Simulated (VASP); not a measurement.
Band structure of MoAs (relaxed from the CsCl type structure, space group Pm-3m). These are PBEsol GGA, VASP's PBE PAW potentials (set 64) (plane waves; VASP) values and carry that method's errors.

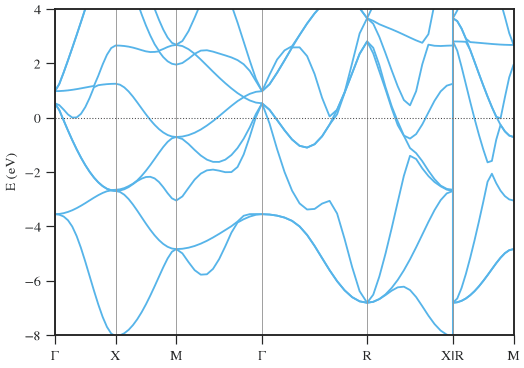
Bands along high-symmetry lines, zero at the valence-band maximum or, without a gap, the Fermi level

**Question.** Read the plot: is there a gap, and where are the band edges?

**Answer.** It has no gap at this level: it comes out as a metal or semimetal. (Edges off the drawn lines would not show.)

The structure was generated: MoAs was put into the CsCl type type (Pm-3m), which need not be its known phase. It was relaxed first, which changed the volume by -34 %. The electron count is odd and the run is not spin-polarised, which forces a metal.
